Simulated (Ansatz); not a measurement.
Run report: SnPH₆Cl, nudged elastic band (part 2 of 2)

SnPH₆Cl; RHF/def2-SVP (Ansatz 0.2.0). The run did not end well. It belongs to a series of runs on one base structure; here: band between the two ends.

Geometry of the input (Å):
```
Sn 0.7617  0.2472  -0.3804
Cl 0.9118  -0.0820  1.9603
H  2.3693  0.2827  -0.9408
H  -0.0292  1.7323  -0.6152
H  -0.0991  -1.0785  -1.0029
P  -3.2653  -0.3969  1.4128
H  -3.8100  -1.6994  1.3746
H  -4.4297  0.2251  1.9137
H  -2.6262  -0.5426  2.6611
```

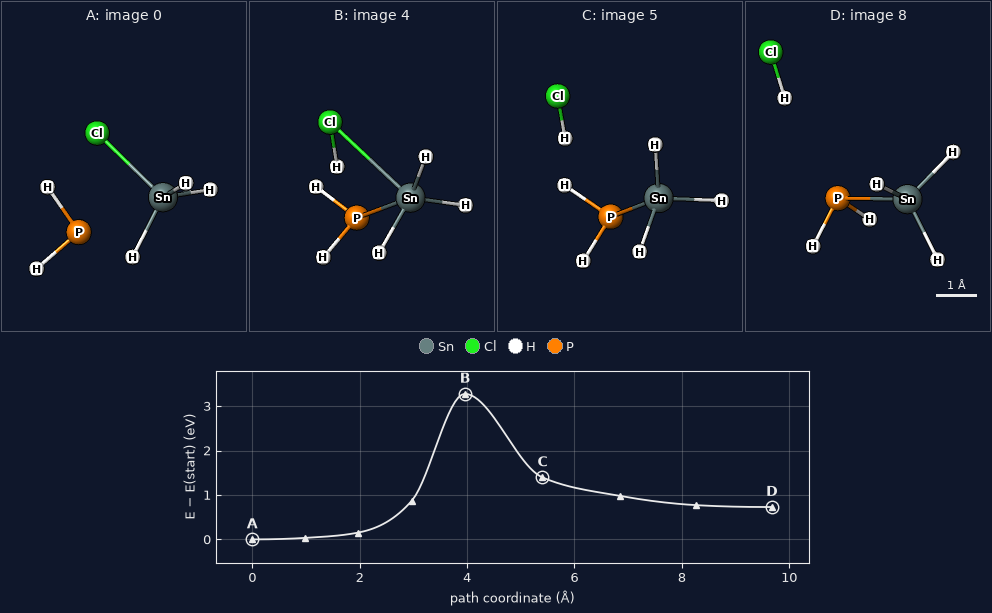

*Images of the last band (counted from 0; ball-and-stick, seen at a tilt) above the energy along the path; the line is a cubic interpolation that uses the forces.*

The highest image is number 4, 3.276 eV above the start and 2.547 eV above the end (the climbing image); the end lies 0.729 eV above the start. The path is 9.68 Å long. The band had not converged after 60 iterations.

```
Unfinished report: {"positions_ang":[[-0.15818486540917473,0.12933849974746353,-0.190157202267066],[0.08966961361695097,-0.3321852391278116,2.5704659589299688],[1.5258798607244086,0.31015812392891284,-0.017577174565686193],[-0.7563819552499071,1.5159303339896928,-0.9653278302367067],[-0.556093172057813,-1.3816595345095604,-0.8462541767637907],[-2.843346905784444,0.06359905325630737,0.9659018964609335],[-3.0798242407613374,-1.287539532471531,0.632003489118985],[-3.167766800815243,-0.05951191719682042,2.3362499082177406],[-1.270652534263442,-0.27023177761665346,1.8978941211056217]],"unchecked":["starts","cluster_reference","orbital_swaps","neighbouring_geometries","increment"],"mean_field":{"relativity":"none","state":{"energy":{"ev":-27666.12613430793,"hartree":-1016.7113826619906},"converged":true,"gradient_ev":0.0000364502221868061,"stability":{"kind":"minimum","curvature_ev":18.257785692258462},"curvature_floor_ev":0.00030000000000000003,"spin_squared":2.1316282072803006e-14},"others":[],"fillings":{"estimated":0,"unestimated":0,"tried":0,"untried":0,"excluded_magnetic_sites":0},"n_dropped_functions":0,"n_trapped_functions":0,"passes":{"evaluations":2,"products":16},"factors":{"origin":"Cholesky decomposition","count":1045,"bound_ev":0.0012172696473635434},"gradient_stop_ev":0.00009,"reference_kind":"stationary","symmetry":{"irreps":["A"],"axes":[[0.999836527146839,0.005352099981576344,-0.017270611128019874],[-0.005274520392724445,0.9999758089024156,0.004534428804870856],[0.01729446204930374,-0.004442593358267114,0.9998405697643391]],"occupied":[{"A":30},{"A":30}]},"held":{"pivots":1043,"left_out":0,"joined":2},"density_repulsion":{"missed_ev":0.000012660905549977222,"excess_ev":0.0,"most_excess_ev":0.000162,"are_drawn_again":false,"n_first_factors":1045,"energy_change_ev":0.0,"n_dropped_ends":0}},"factors":{"origin":"Cholesky decomposition","count":1045,"bound_ev":0.0012172696473635434},"n_frozen":0,"n_occupied":[30,30],"n_virtual":[62,62],"reference":{"ev":-27666.12613430793,"hartree":-1016.7113826619906},"total":{"ev":-27666.12613430793,"hartree":-1016.7113826619906},"forces_ev_per_angstrom":[[-0.02414876178731622,0.0101103987041965,-0.022614302810226885],[-0.030036302749108776,-0.051105431850786226,0.019422923897808163],[-0.027373102977998904,0.0047899117052523305,0.02967051860378687],[0.010198695198028039,0.0313058024976678,-0.004106128579473775],[0.009410979307045242,0.011422151983104544,-0.040903817093168315],[-0.020462550798599023,-0.019838976084867982,-0.05021027372233187],[0.01280714571075148,-0.05821793023566929,0.08044368737723438],[0.041189705959801155,0.07538192751804432,-0.03279647748831293],[0.028414192135279764,-0.0038478542355205388,0.021093869820130413]],"charge_distribution":{"dipole_moment_e_ang":[0.23076169734682897,-0.025249769144147692,-0.4896418442088902],"mulliken_charges_e":[0.7991476278609966,-0.3738886539787032,-0.12390904403185865,-0.1036214851881081,-0.10769249388398983,-0.2762594480180791,-0.02150423709510929,-0.006503295205233961,0.2142310295400952],"lowdin_charges_e":[0.4291043880138723,-0.07228074557818331,-0.10475835884641227,-0.09175120433320139,-0.08928088452849936,0.043015779440199964,-0.06791421345262671,-0.06017876721619375,0.014044006501012118]},"n_threads":1,"memory_gib":1.7045454550534487,"seconds":{"hamiltonian":1.8559965859999998,"orbitals":0.0,"second_order":0.0,"solver_start":0.0,"cycles":0.0,"cycle":0.0,"perturbative":0.0,"full_ci_increment":0.0,"forces":0.0}}
this run last wrote the band of iteration 60 to [file]
Error: NEB band did not converge after 60 iterations: max|band force component| = 1.47e-1 eV/Å (threshold 5.0e-2); raise `neb.max_iterations` in a new run, which can start from the last band evaluated (`neb.initial_path`, with `crystal.atoms` and `neb.final_atoms` set to its first and last images), add images, or start from endpoints closer to local minima. Where this run's directory can be resumed (`checkpoint.write`), a resume goes on for up to `neb.max_iterations` more; to start a new run from the last band, take its images' positions from the `neb_iteration` event of iteration 60 (`data.images[].positions_ang`), in the event stream of the run that computed that iteration (not this run's, if it was resumed behind it). With `checkpoint.write`, `steps/00-neb/state/checkpoint.json` in the run directory holds the last saved band, under `neb.evaluated.images[].positions_ang` (a band under a hybrid functional on support functions is neither saved nor resumed: `neb.initial_path` says where its path is): check the last entry of `neb.iterations` there, which is earlier than 60 if that iteration was not saved or its write failed. If the band's step has no `state` directory and holds `state.next`, a write was cut short, and the file is under `state.next` instead (behind a loss of power it can be under `state.prev`)
this run wrote the band of iteration 60 to [file] as well, whether or not its events were kept: a new run's `neb.initial_path` can list its `images[].positions_ang`
a run's events are kept only if it was started with --events-out <file>, and are in that file
```

The last band as extended XYZ (Å, eV, eV/Å):
```
9
Properties=species:S:1:pos:R:3:forces:R:3 image=0 energy=-27669.40176
Sn    0.7617    0.2472   -0.3804   -0.0079   0.0022  -0.0107
Cl    0.9118   -0.0820    1.9603    0.0022  -0.0045   0.0089
H     2.3693    0.2827   -0.9408   -0.0024   0.0029  -0.0001
H    -0.0292    1.7323   -0.6152    0.0000  -0.0045   0.0034
H    -0.0991   -1.0785   -1.0029    0.0066   0.0003  -0.0014
P    -3.2653   -0.3969    1.4128    0.0092  -0.0021  -0.0053
H    -3.8100   -1.6994    1.3746   -0.0009   0.0024   0.0048
H    -4.4297    0.2251    1.9137   -0.0030   0.0022  -0.0003
H    -2.6262   -0.5426    2.6611   -0.0040   0.0011   0.0007
9
Properties=species:S:1:pos:R:3:forces:R:3 image=1 energy=-27669.36733
Sn    0.5641    0.1936   -0.2546    0.0257   0.0064  -0.0079
Cl    0.7983    0.0227    2.0994    0.0386   0.0094  -0.0092
H     2.1566    0.2139   -0.8517    0.0188   0.0012  -0.0286
H    -0.2697    1.6368   -0.5713    0.0278   0.0101   0.0021
H    -0.2847   -1.1937   -0.7514    0.0182   0.0070   0.0032
P    -3.1284   -0.2179    1.2816   -0.0254  -0.0109   0.0040
H    -3.5829   -1.5236    0.9979   -0.0326  -0.0144   0.0160
H    -4.2125    0.1425    2.1077   -0.0393   0.0066   0.0012
H    -2.2577   -0.5864    2.3257   -0.0318  -0.0155   0.0192
9
Properties=species:S:1:pos:R:3:forces:R:3 image=2 energy=-27669.24736
Sn    0.4211    0.1364   -0.1439    0.0930   0.0095  -0.0179
Cl    0.7096    0.0654    2.2125    0.0912   0.0437  -0.0353
H     2.0111    0.1686   -0.7253    0.0788  -0.0140  -0.1208
H    -0.4657    1.5275   -0.5459    0.0737   0.0219   0.0621
H    -0.4199   -1.2824   -0.5685    0.0571   0.0140   0.0217
P    -3.1462   -0.0318    1.2266   -0.0910  -0.0213   0.0219
H    -3.4186   -1.3051    0.6813   -0.0843  -0.0292   0.0347
H    -3.9506   -0.1711    2.3733   -0.1326  -0.0188   0.0095
H    -1.9576   -0.4196    1.8733   -0.0859  -0.0058   0.0243
9
Properties=species:S:1:pos:R:3:forces:R:3 image=3 energy=-27668.53035
Sn    0.1568    0.1069   -0.0985    0.5195  -0.0430   0.1505
Cl    0.4124   -0.1820    2.3089    0.4623   0.2023  -0.4052
H     1.8021    0.2949   -0.3287    0.4581  -0.0077  -0.4414
H    -0.7062    1.4575   -0.7017    0.1099  -0.0987   0.4261
H    -0.5200   -1.3284   -0.7303    0.0973   0.0790   0.1709
P    -2.9728    0.0331    1.1577   -0.2321  -0.0731   0.2381
H    -3.1853   -1.2672    0.6499   -0.1659  -0.0503   0.1068
H    -3.5075   -0.1687    2.4348   -0.5497  -0.0718   0.1217
H    -1.6963   -0.2582    1.6910   -0.6995   0.0635  -0.3675
9
Properties=species:S:1:pos:R:3:forces:R:3 image=4 energy=-27666.12613
Sn   -0.1582    0.1293   -0.1902   -0.0241   0.0101  -0.0226
Cl    0.0897   -0.3322    2.5705   -0.0300  -0.0511   0.0194
H     1.5259    0.3102   -0.0176   -0.0274   0.0048   0.0297
H    -0.7564    1.5159   -0.9653    0.0102   0.0313  -0.0041
H    -0.5561   -1.3817   -0.8463    0.0094   0.0114  -0.0409
P    -2.8433    0.0636    0.9659   -0.0205  -0.0198  -0.0502
H    -3.0798   -1.2875    0.6320    0.0128  -0.0582   0.0804
H    -3.1678   -0.0595    2.3363    0.0412   0.0754  -0.0328
H    -1.2707   -0.2702    1.8979    0.0284  -0.0038   0.0211
9
Properties=species:S:1:pos:R:3:forces:R:3 image=5 energy=-27668.00673
Sn   -0.4998    0.1545   -0.3554   -0.2015   0.0236  -0.1238
Cl    0.1799   -0.3653    3.1855    0.0353  -0.0824   0.3442
H     1.0610    0.2202    0.3336   -0.2997   0.0052   0.2022
H    -0.6821    1.5758   -1.2722    0.0199   0.0010  -0.2583
H    -0.5851   -1.2915   -1.2558    0.0097   0.0318  -0.2081
P    -2.8483    0.1672    0.7873   -0.0197   0.0354  -0.1301
H    -3.1801   -1.1186    0.3101   -0.0032  -0.0090  -0.0299
H    -2.7593   -0.2452    2.1376    0.2535   0.0699  -0.0921
H    -0.9028   -0.4093    2.5125    0.2058  -0.0755   0.2958
9
Properties=species:S:1:pos:R:3:forces:R:3 image=6 energy=-27668.42243
Sn   -0.5552    0.1046   -0.4698   -0.0465   0.0025  -0.0677
Cl    0.2295   -0.2045    3.4730    0.0577  -0.0030   0.1569
H     0.9061   -0.1334    0.3708   -0.1203  -0.0152   0.0637
H    -0.5386    1.6633   -1.1677    0.0192  -0.0083  -0.1025
H    -0.7057   -1.1031   -1.6669    0.0071   0.0070  -0.0889
P    -2.6983    0.1074    0.9308    0.0025   0.0125  -0.0103
H    -3.4349   -0.6662    0.0110   -0.0722   0.0469  -0.0481
H    -2.4367   -0.9813    1.7919    0.1210  -0.0823  -0.0776
H    -0.9831   -0.0989    3.1102    0.0316   0.0399   0.1745
9
Properties=species:S:1:pos:R:3:forces:R:3 image=7 energy=-27668.63104
Sn   -0.5337    0.0483   -0.5572   -0.0131   0.0021  -0.0160
Cl    0.0913    0.0490    3.8448    0.0240  -0.0042   0.0314
H     0.9224   -0.5340    0.1109   -0.0387  -0.0150   0.0325
H    -0.3985    1.7188   -0.8858    0.0085   0.0023  -0.0236
H    -0.8928   -0.8024   -1.9951    0.0144   0.0044  -0.0307
P    -2.4437   -0.2025    1.1020    0.0007  -0.0189  -0.0005
H    -3.4833   -0.1804    0.1499   -0.0347   0.0218   0.0032
H    -2.3908   -1.6062    1.2334    0.0203  -0.0457  -0.0603
H    -1.0875    0.1974    3.3802    0.0187   0.0533   0.0640
9
Properties=species:S:1:pos:R:3:forces:R:3 image=8 energy=-27668.67292
Sn   -0.5220   -0.0105   -0.7211    0.0075   0.0129  -0.0169
Cl   -0.1722    0.4816    4.5087   -0.0154  -0.0046  -0.0153
H     0.9117   -0.8562   -0.3385   -0.0149   0.0106  -0.0073
H    -0.2383    1.6746   -0.7163    0.0010  -0.0262   0.0044
H    -1.0942   -0.4965   -2.2581    0.0070   0.0030   0.0211
P    -2.2195   -0.5081    1.1019   -0.0017  -0.0080  -0.0017
H    -3.3289    0.0934    0.4701   -0.0005   0.0005  -0.0003
H    -2.5161   -1.8291    0.7023    0.0019   0.0051   0.0007
H    -1.0373    0.1386    3.6343    0.0151   0.0067   0.0154
```

Outcome:

```tsv
quantity	value
outcome	not converged
barrier, forward (band not converged)	3.276 eV
barrier, backward	2.547 eV
wall time	13 min
peak memory	0.19 GiB
```

Diagnosis:

The run did not converge: “NEB band did not converge after 60 iterations: max|band force component| = 1.47e-1 eV/Å (threshold 5.0e-2); raise `neb.max_iterations` in a new run, which can start from the last band evaluated (`neb.initial_path`, with `crystal.atoms` and `neb.final_atoms` set to its first and last images), add images, or start from endpoints closer to local minima …” Its last values are not results.
